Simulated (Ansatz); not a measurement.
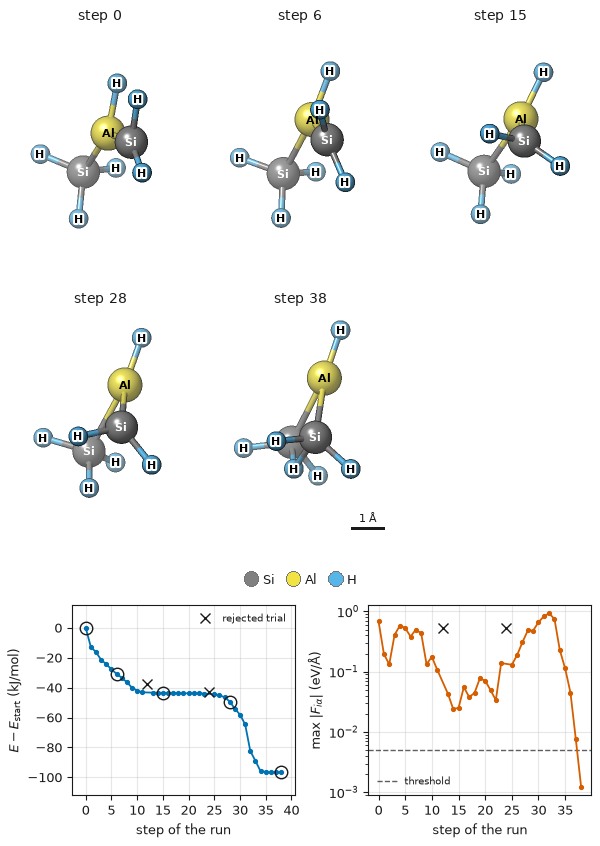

Frames of a relaxation of AlSi2H6 (charge +1), marked on the history of the run. A ball-and-stick model, seen from a free direction.

These are results of RKS PBE0-D4/def2-TZVP in Ansatz, not measurements. Settings: force threshold 0.005 eV/Å; at most 200 steps.

Question: Describe the path.

Answer: An H atom moves most after the best rigid fit: 2.72 Å. By element the largest moves are H 2.72 Å, Al 1.28 Å, Si 1.19 Å. Some distances before and after: H–Si 4.917 → 1.679 Å, Si–Si 4.742 → 2.780 Å, H–Si 1.485 → 1.679 Å, Al–Si 2.555 → 2.441 Å. New bonds form: H–Si (4.92 → 1.68 Å). Among the angles between lasting bonds that change: Si–Al–Si 144.4° → 69.4°, Si–Al–H 81.7° → 145.3°, Al–Si–H 147.3° → 122.9°. Groups turn about Al–Si by about 85°. After 36 accepted moves (38 points after the start) the energy has fallen by 96.6 kJ/mol. The largest force component goes from 0.68 to 0.0012 eV/Å. The line search rejected the trial steps at points 12, 24 of the run. The run took 3.1 min on 2 threads of Intel Xeon Platinum 8259CL @ 2.50GHz (shared host). From step 0 to 6: an H atom moves most (0.79 Å), energy −30.8 kJ/mol. From step 6 to 15: an H atom moves most (1.14 Å), energy −12.7 kJ/mol. From step 15 to 28: H atoms move most (0.95 Å), energy −5.76 kJ/mol. From step 28 to 38: an H atom moves most (0.75 Å), energy −47.4 kJ/mol.

```csv
step,"E − E(0), kJ/mol","largest force component, eV/Å",note
0,0.00,0.6833,
1,-12.81,0.1969,
2,-16.26,0.1325,
3,-21.36,0.4081,
4,-24.33,0.5838,
5,-27.65,0.5308,
6,-30.79,0.3835,
7,-33.32,0.5015,
8,-36.37,0.4315,
9,-40.00,0.1333,
10,-41.93,0.1766,
11,-43.11,0.1080,
13,-43.33,0.0434,
14,-43.41,0.0241,
16,-43.55,0.0555,
17,-43.63,0.0379,
19,-43.76,0.0774,
20,-43.79,0.0710,
22,-43.85,0.0338,
23,-43.90,0.1393,
25,-44.38,0.1305,
26,-45.01,0.1893,
28,-49.26,0.4837,
29,-54.11,0.4823,
31,-64.58,0.8298,
32,-82.38,0.9280,
34,-95.94,0.2290,
35,-96.28,0.1134,
37,-96.64,0.0076,
38,-96.65,0.0012,
```
